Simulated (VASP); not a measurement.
Band structure of F₂ (space group C2/m). Method: LDA (Ceperley-Alder, Perdew-Zunger), VASP's LDA PAW potentials (set 64) (plane waves; VASP).

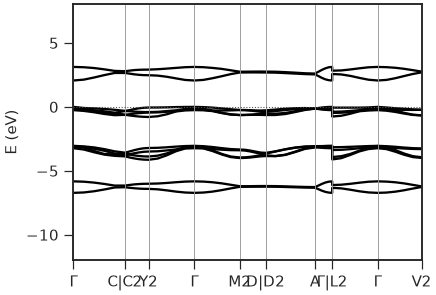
*Bands along high-symmetry lines, zero at the valence-band maximum or, without a gap, the Fermi level*

Question: Read the plot: is there a gap, and where are the band edges?

Answer: The gap is direct, 2.06 eV, from the valence maximum at Γ to the conduction minimum at Γ.

The structure comes from a measured F2 entry of the Crystallography Open Database, whose conditions weren't checked. The cell was not relaxed at this level.
